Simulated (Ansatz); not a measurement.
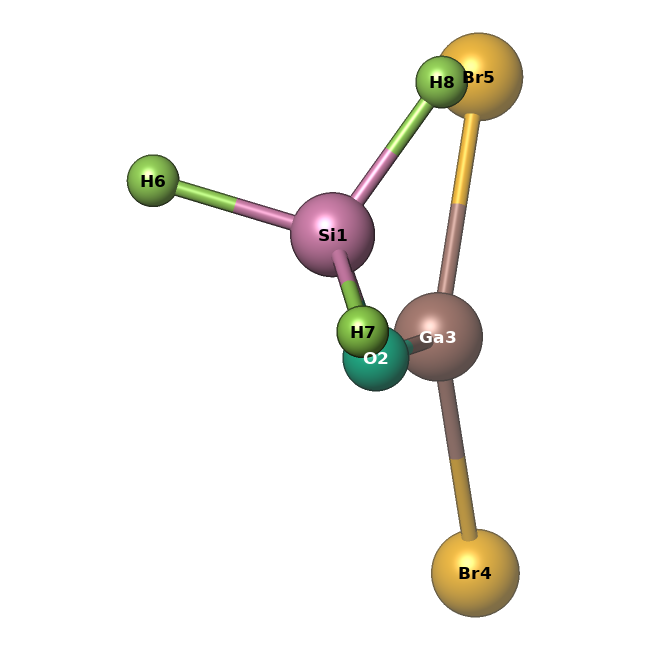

Ga3 lies behind O2. The molecule seen a little off the O2–Ga3 bond, O2 in front. Depth is shown by fading: the farther an atom, the more it takes the colour of the background. The geometry was computed by an optimisation with PBE0-D4/def2-TZVP.

What is the torsion angle Si1–O2–Ga3–Br4? The sign is positive where the front bond must turn clockwise to cover the back bond.

180°, antiperiplanar (anti).
